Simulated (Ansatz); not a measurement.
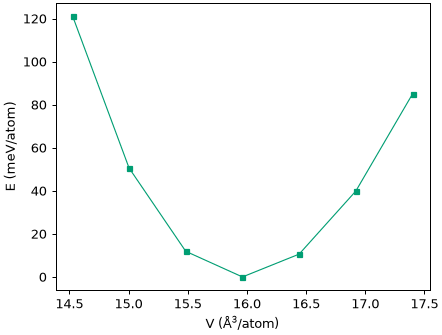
Figure: ZrPt$_{3}$ (Cu3Au type, Pm-3m) under volume change, PBEsol (plane waves, PAW; program Ansatz), scaled uniformly.

What does a third-order Birch–Murnaghan fit give for V₀, B₀ and B′?

V₀ = 15.96 Å³/atom, B₀ = 249 GPa, B′ = 4.9.

The first step of the workflow began from a Materials Project structure, measured or hypothetical; the Crystallography Open Database files this formula in space group No. 221, but the cells were not matched. Whether it is the stable phase at ambient conditions was not checked. The cell was relaxed with PBEsol under the symmetry of its start; whether a distortion lowers the energy is not shown. The run is not spin-polarised. Spin–orbit coupling is left out wherever it is not named.

Potentials: the later of the program's two PAW sets.
